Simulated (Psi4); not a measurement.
**B2H4F− (SMILES B[BH2-]F): levels of theory compared**

We compute a comparison of 3 runs (HF/def2-SVP, PBE0/def2-SVP, FNO-CCSD/6-311G*) of B2H4F−. 

Program for the calculation: Psi4 1.11.

1 further run of the same task is left out (set aside as unsound or not needed).

**1. Starting point**

The species is B2H4F− (7 atoms), meant as a singlet with charge -1. SMILES: `B[BH2-]F`. The shape is that of a GFN2-xTB optimisation.

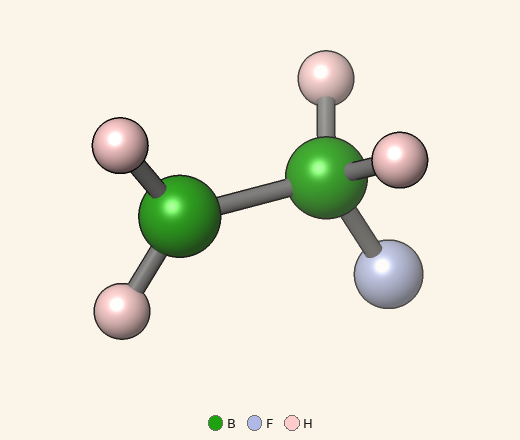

The structure, seen from a chosen angle (boron green, fluorine light blue, hydrogen pink).

**2. A single-point energy at HF/def2-SVP (run 1)**

File calc.py:

```python
import psi4

psi4.set_memory(1600000000)
psi4.set_num_threads(1)
psi4.set_output_file('psi4.out', False)

molecule = psi4.geometry("""
-1 1
B     -0.557490    -0.547080    -0.606600
B      0.368860     0.392230     0.434760
F      1.833710     0.217080     0.299000
H     -1.752900    -0.488230    -0.588920
H     -0.165490    -1.324120    -1.424330
H      0.111990     0.150390     1.619360
H      0.161310     1.599740     0.266740
units angstrom
symmetry c1
""")

psi4.set_options({
    'basis': 'def2-SVP',
    'reference': 'rhf',
    'puream': True,
    'e_convergence': 1e-09,
    'd_convergence': 1e-08,
    'scf_type': 'pk',
})

result, w = psi4.energy('scf', return_wfn=True)
psi4.oeprop(w, 'QUADRUPOLE', 'LOWDIN_CHARGES', 'MAYER_INDICES')
print('E =', round(result, 9))
```

Started as:

```bash
$ python calc.py
```

psi4.out:

```text
[...]
  Running in c1 symmetry.
[...]
  Nuclear repulsion =   54.246339642168934
[...]
  Multiplicity = 1
[...]
  Nalpha       = 12
  Nbeta        = 12
[...]
    Number of basis functions: 62
[...]
   @RHF iter   1:  -150.92786986480286   -1.10640e+00   5.92901e-03 ADIIS/DIIS
[...]
   @RHF iter  11:  -151.01368552565597   -7.38964e-13   2.10035e-09 DIIS
[...]
    Orbital Energies [Eh]
    ---------------------
    Doubly Occupied:
       1A    -25.970640     2A     -7.381243     3A     -7.339892
       4A     -1.241227     5A     -0.517108     6A     -0.444113
       7A     -0.371020     8A     -0.370373     9A     -0.329625
      10A     -0.274173    11A     -0.189805    12A     -0.163259
[...]
  @RHF Final Energy:  -151.01368552565597
   => Energetics <=
    Nuclear Repulsion Energy =             54.2463396421689339
    One-Electron Energy =                -321.3350968655379347
    Two-Electron Energy =                 116.0750716977130281
    Total Energy =                       -151.0136855256559443
[...]
 Multipole Moments:
 ------------------------------------------------------------------------------------
     Multipole            Electronic (a.u.)      Nuclear  (a.u.)        Total (a.u.)
 ------------------------------------------------------------------------------------
 L = 1.  Multiply by 2.5417464519 to convert [e a0] to [Debye]
 Dipole X            :          3.9258795           -3.7130195            0.2128600
 Dipole Y            :         -0.2200248           -0.1624810           -0.3825057
 Dipole Z            :         -0.0903838           -0.3104543           -0.4008382
 Magnitude           :                                                    0.5935413
 L = 2.  Multiply by 1.3450342976 to convert [e a0^2] to [Debye ang]
 Quadrupole XX       :       -120.5145634           97.7914667          -22.7230967
 Quadrupole XY       :        -23.9419833           23.2553053           -0.6866780
[...]
```

Standard output:

```text
E = -151.013685526
```

It took 2.4 s on 1 thread of Intel Xeon 6975P-C (Granite Rapids), shared host; peak memory 0.21 GiB.

**3. Energy and gradient at PBE0/def2-SVP (run 2)**

File input.dat:

```
memory 1600 mb

molecule geom {
  -1 1
  B     -0.557490    -0.547080    -0.606600
  B      0.368860     0.392230     0.434760
  F      1.833710     0.217080     0.299000
  H     -1.752900    -0.488230    -0.588920
  H     -0.165490    -1.324120    -1.424330
  H      0.111990     0.150390     1.619360
  H      0.161310     1.599740     0.266740
  symmetry c1
  no_reorient
  no_com
}

set {
  puream true
  e_convergence 1e-09
  d_convergence 1e-08
  scf_type pk
  dft_radial_points 99
  dft_spherical_points 590
}

e_tot, wfn = gradient('pbe0/def2-SVP', return_wfn=True)
oeprop(wfn, 'MULLIKEN_CHARGES', 'QUADRUPOLE', 'DIPOLE', title='PBE0')
```

Started as:

```bash
$ psi4 -n 1 input.dat output.dat
```

output.dat:

```text
[...]
  Running in c1 symmetry.
[...]
  Nuclear repulsion =   54.246339642168934
[...]
  Multiplicity = 1
[...]
  Nalpha       = 12
  Nbeta        = 12
[...]
    Number of basis functions: 62
[...]
   @RKS iter   1:  -151.47923251342999   -6.46869e-01   8.62390e-03 ADIIS/DIIS
[...]
   @RKS iter  10:  -151.67532374610221   -1.16529e-11   7.97074e-09 DIIS
[...]
  @RKS Final Energy:  -151.67532374610221
   => Energetics <=
    Nuclear Repulsion Energy =             54.2463396421689339
    One-Electron Energy =                -321.4372922246800499
    Two-Electron Energy =                 130.7763433102402075
    DFT Exchange-Correlation Energy =     -15.2607144738313245
    Empirical Dispersion Energy =           0.0000000000000000
    VV10 Nonlocal Energy =                  0.0000000000000000
    Total Energy =                       -151.6753237461022081
[...]
  -Total Gradient:
     Atom            X                  Y                   Z
    ------   -----------------  -----------------  -----------------
       1       -0.005324126972    -0.011542652873    -0.012592171673
       2       -0.032475314857     0.005362780609     0.004951560422
       3        0.006542040812     0.001580800781     0.001818461745
       4        0.017209545858    -0.000881524753    -0.000308609291
       5       -0.006730546666     0.010828680220     0.011367929190
       6        0.010575473518     0.002617497456    -0.007632890502
       7        0.010238693908    -0.007961923932     0.002400545598
[...]
 Multipole Moments:
 ------------------------------------------------------------------------------------
     Multipole            Electronic (a.u.)      Nuclear  (a.u.)        Total (a.u.)
 ------------------------------------------------------------------------------------
 L = 1.  Multiply by 2.5417464519 to convert [e a0] to [Debye]
 Dipole X            :        -27.1929852           26.2958225           -0.8971627
 Dipole Y            :         -2.4560441            2.1112965           -0.3447476
 Dipole Z            :         -3.6227728            3.2213216           -0.4014511
 Magnitude           :                                                    1.0415924
 L = 2.  Multiply by 1.3450342976 to convert [e a0^2] to [Debye ang]
 Quadrupole XX       :       -150.3388241          127.2559783          -23.0828458
 Quadrupole XY       :        -26.9342076           25.6429133           -1.2912943
[...]
```

Wall time 14 s (1 thread of Intel Xeon 6975P-C (Granite Rapids), shared host); peak memory 0.87 GiB.

**4. The energy at FNO-CCSD/6-311G(d) (DKH3, density fitting) (run 3)**

File b2fh4.py:

```python
import psi4

psi4.set_memory('1600 MB')
psi4.set_num_threads(1)
psi4.core.set_output_file('output.dat', False)

mol = psi4.geometry("""
-1 1
B     -1.05350342    -1.03383137    -1.14630787
B      0.69704438     0.74120728     0.82157733
F      3.46520969     0.41022175     0.56502811
H     -3.31250092    -0.92262099    -1.11289751
H     -0.31273078    -2.50222416    -2.69159361
H      0.21163043     0.28419591     3.06014690
H      0.30483172     3.02307047     0.50406555
units au
symmetry c1
""")

psi4.set_options({
    'basis': '6-311G*',
    'relativistic': 'dkh',
    'dkh_order': 3,
})

result, w = psi4.energy("fno-ccsd", return_wfn=True)
print(f'total energy {result:.8f} hartree = {result * 27.211386:.5f} eV')
```

Started as:

```bash
$ python b2fh4.py
```

output.dat:

```text
[...]
  Running in c1 symmetry.
[...]
  Nuclear repulsion =   54.246339671864021
[...]
  Multiplicity = 1
[...]
  Nalpha       = 12
  Nbeta        = 12
[...]
    Number of basis functions: 66
[...]
   @RHF iter   1:  -151.16871851232457   -1.11478e+00   5.95684e-03 DIIS/ADIIS
[...]
   @RHF iter  11:  -151.26190580184129   -1.67688e-12   3.01022e-09 DIIS
[...]
    Orbital Energies [Eh]
    ---------------------
    Doubly Occupied:
       1A    -25.994889     2A     -7.380526     3A     -7.340249
       4A     -1.274150     5A     -0.527834     6A     -0.450832
       7A     -0.373687     8A     -0.372756     9A     -0.333004
      10A     -0.277787    11A     -0.194334    12A     -0.167081
[...]
  @RHF Final Energy:  -151.26190580184129
   => Energetics <=
    Nuclear Repulsion Energy =             54.2463396718640212
    One-Electron Energy =                -321.6422306935060078
    Two-Electron Energy =                 116.1339852198007208
    Total Energy =                       -151.2619058018412943
[...]
 Multipole Moments:
 ------------------------------------------------------------------------------------
     Multipole            Electronic (a.u.)      Nuclear  (a.u.)        Total (a.u.)
 ------------------------------------------------------------------------------------
 L = 1.  Multiply by 2.5417464519 to convert [e a0] to [Debye]
 Dipole X            :          3.9411093           -3.7130195            0.2280898
 Dipole Y            :         -0.2300213           -0.1624810           -0.3925023
 Dipole Z            :         -0.1004392           -0.3104543           -0.4108935
 Magnitude           :                                                    0.6123042
[...]
      * MP2 total energy:                   -151.702725939781
[...]
      * MP2 total energy:                   -151.702725939781
[...]
      * MP3 total energy:                   -151.726437215112
[...]
      * CCSD total energy:                  -151.736983526282
[...]
```

On the terminal:

```text
total energy -151.73698353 hartree = -4128.97363 eV
```

It took 9.9 s on 1 thread of Intel Xeon 6975P-C (Granite Rapids), shared host; peak memory 0.35 GiB.

**5. Overview of the runs**

```tsv
run	level	task	integration grid	energy (Eh)	HOMO energy (eV)	LUMO energy (eV)	HOMO–LUMO gap (eV)	wall time
1	HF/def2-SVP	energy	–	-151.013686	-4.44	7.55	11.99	2.4 s
2	PBE0/def2-SVP	gradient	99 radial × 590 angular	-151.675324	-0.92	4.16	5.08	14 s
3	FNO-CCSD/6-311G* (DKH3, density fitting)	energy	–	-151.736984	-4.55	7.48	12.03	9.9 s
```

**6. What came out**

| quantity | value |
| --- | --- |
| run 3: total energy | -151.73698 Eh |
| run 3: HOMO energy (Hartree–Fock orbitals) | -4.55 eV |
| run 3: LUMO energy (Hartree–Fock orbitals) | 7.48 eV |
| run 3: HOMO–LUMO gap (to an unbound level, set by the basis) | 12.03 eV |
| run 3: correlation energy | -475.1 mEh |
| run 3: T1 diagnostic | 0.013 |

All runs together took 26 s, the longest 14 s.
